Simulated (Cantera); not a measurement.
Feed: 1 mol C₂H₅OH, 1.1 mol NH₃, held at 10.0 mbar.

Method: chemical equilibrium by Gibbs-energy minimisation in Cantera with the NASA 1993 tables (ideal gas, pure condensed phases). Candidate condensed phases: C, C₆H₆, C₇H₈, C₈H₁₈, H₂O; 136 gas species. Rates play no part.

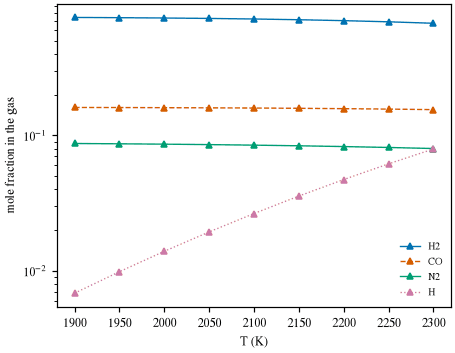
*Equilibrium gas composition (values under 1e-9 drawn at 1e-9)*

From 1900 K to 2300 K the condensed part is C(graphite). The main C-bearing gas is CO throughout. The share of C in condensed phases is highest at 1900 K (49.0 %) and lowest at 2300 K (44.7 %).
